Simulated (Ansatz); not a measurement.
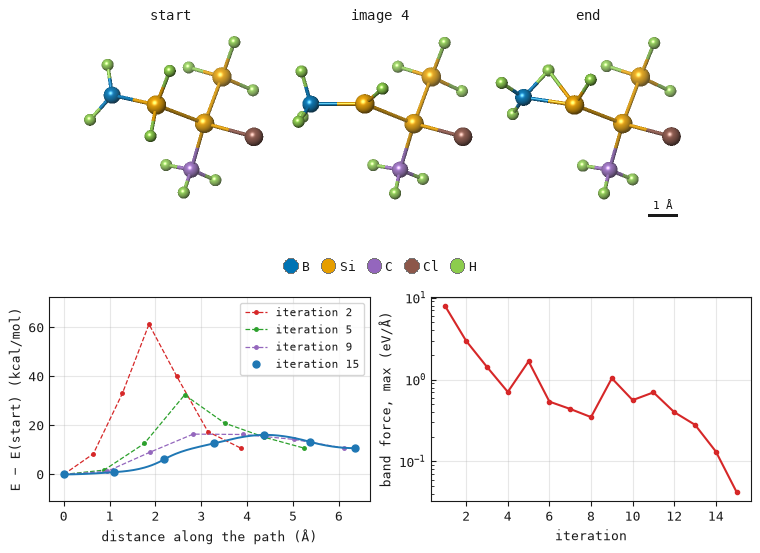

NEB run on CH10BClSi3. Images are numbered from 0 (start) to 6 (end). The plot follows the band through its iterations. Style: ball-and-stick. Shown at a tilt.

Level of theory: RKS PBE-D4/STO-3G (Ansatz). Settings: 5 movable images; climbing image; force threshold 0.05 eV/Å; iteration limit 36; starting path through a guess of the saddle point.

Question: Judge this run.

Answer: The result is final at these settings. The band converged in 15 iterations. The largest component of the band force went from 7.8 to 0.042 eV/Å. The climbing image converged on the top of the path. Its vibrational analysis gives one imaginary mode (181i cm⁻¹), as a transition state must have. The first iteration put the highest image at 91.3 kcal/mol. The highest point, image 4, lies 16.2 kcal/mol above the start and 5.4 kcal/mol above the end; the end is at +10.7 kcal/mol relative to the start.

Limits of the set-up: STO-3G is a minimal basis, so the numbers are rough.

The run took 5.9 min on 1 thread of AMD EPYC 7R43 64-Core Processor (Zen 3) (shared host), peak memory 0.14 GiB.
